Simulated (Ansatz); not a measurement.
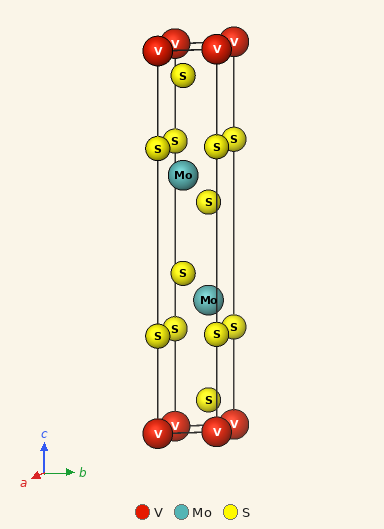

A spheres-only picture of a crystal structure, seen slightly off an axis. Thin lines show the simulation cell, with boundary atoms drawn in all their periodic places.

```
CELL_PARAMETERS angstrom
3.18757 0.00000 0.00000
-1.59379 2.76052 0.00000
0.00000 0.00000 20.33856
ATOMIC_POSITIONS crystal
V 0.00000 0.00000 0.00000
Mo 0.66667 0.33333 0.66720
Mo 0.33333 0.66667 0.33280
S 0.33333 0.66667 0.07202
S 0.66667 0.33333 0.41087
S 0.00000 0.00000 0.74523
S 0.33333 0.66667 0.58913
S 0.66667 0.33333 0.92798
S 0.00000 0.00000 0.25477
```

Results below were computed with DFT PBE, scalar-relativistic, plane waves, PAW in Ansatz 0.2.0; the settings were an energy cutoff of 420 eV, 12×12×2 k-points, Gaussian smearing of 0.1 eV, no spin polarisation.

Q: How charged are the atoms, by the Bader scheme?

A: V +1.45 e; Mo +1.29 e; S -0.73 to -0.64 e.

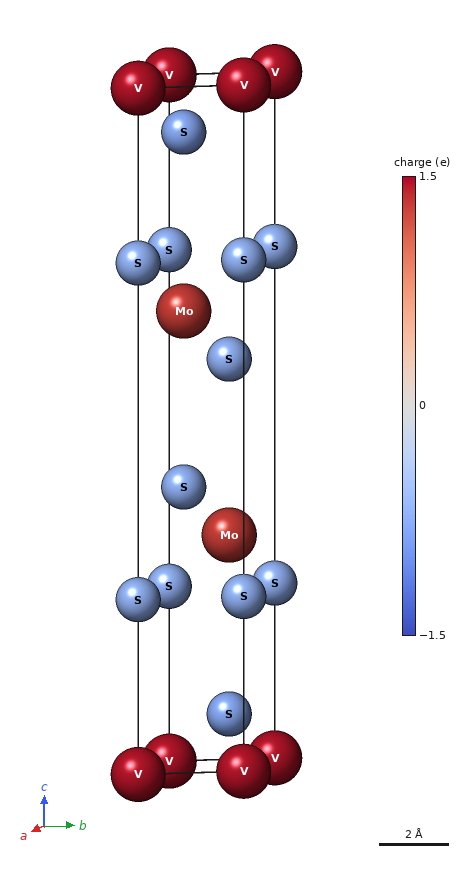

The atoms coloured by those charges.

Starting structure: a structure type filled with these elements by a generator (whether the compound takes this form wasn't checked). Earlier steps of the study may have refined or changed the cell and positions. Ansatz was used for an electronic-structure calculation on it.
